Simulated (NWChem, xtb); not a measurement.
A ladder of methods for InCl2F (SMILES [F][In]([Cl])[Cl])

The species is InCl2F (4 atoms), meant as a singlet with charge 0. As SMILES, `[F][In]([Cl])[Cl]`. The coordinates come from a PBE0-D4/def2-TZVP relaxation.

Quantity: the electronic atomisation energy, in eV. The values are calculated. Electronic energies at fixed atoms, without zero-point motion or spin-orbit coupling.

```tsv
level	kind	program	value (eV)	less CCSD(T)/def2-SVP
GFN0-xTB	semi-empirical	xtb	13.54	+3.45
GFN1-xTB	semi-empirical	xtb	15.15	+5.06
HF/def2-SVP (core potential)	Hartree–Fock	NWChem	7.51	-2.58
SVWN5/def2-SVP (core potential)	LDA	NWChem	12.87	+2.78
PBE/def2-SVP (core potential)	GGA	NWChem	11.06	+0.97
B3LYP/def2-SVP (core potential)	global hybrid	NWChem	10.29	+0.20
MP2/def2-SVP (core potential)	perturbation theory	NWChem	10.81	+0.72
CCSD(T)/def2-SVP (core potential)	coupled cluster or CI	NWChem	10.09	0.00
```

Differences are taken from CCSD(T)/def2-SVP (core potential) for orientation; it has basis-set and higher-order errors of its own. The values span 7.51 to 15.15 eV. GFN0-xTB, GFN1-xTB: no spin polarisation, so open shells miss the exchange term that lowers them. In the correlated wave-function rows the outer d shell of In is correlated, in sets not made for it.

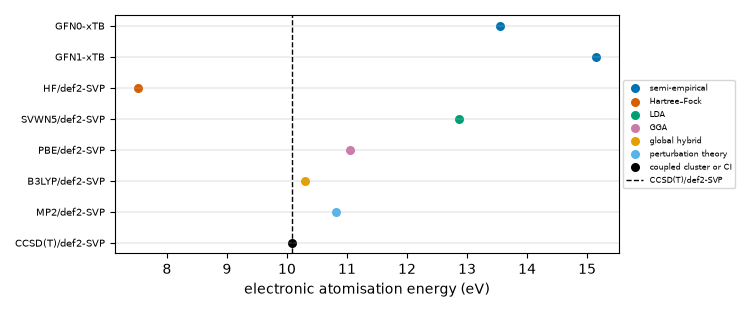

The values of the table, level by level.
